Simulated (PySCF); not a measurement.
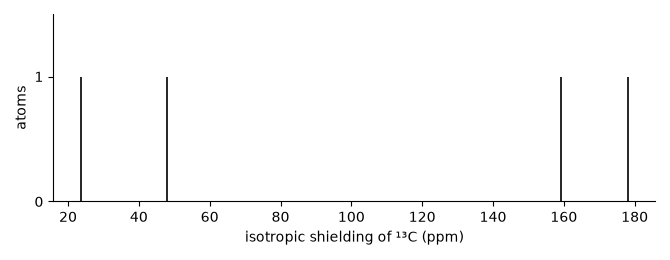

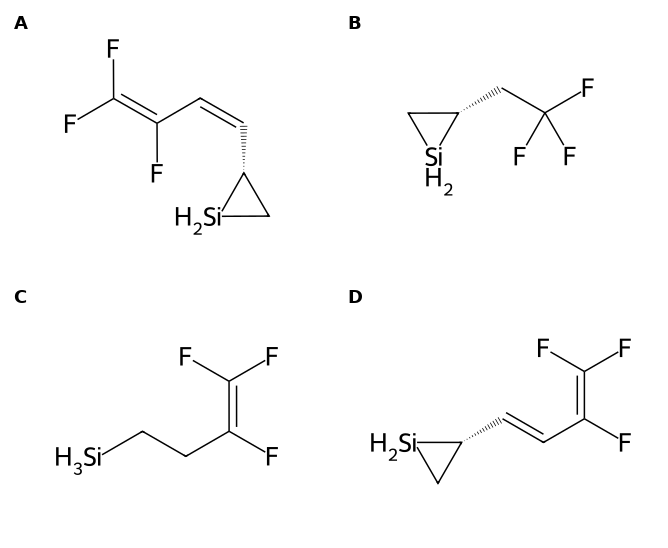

The sticks are computed shieldings of one of the molecules, for one fixed geometry (PBE0-D3(BJ)/def2-SVP) without averaging over rotations. Low shielding means a high chemical shift. Method: GIAO PBE0/pcSseg-1 NMR shielding, non-relativistic, IEF-PCM cyclohexane (PySCF 2.14.0).

**Which molecule gives this pattern?**

C, `FC(F)=C(F)CC[SiH3]`. Its 4 C atoms give lines at 23.5, 47.9, 159.2, 178.1 ppm.
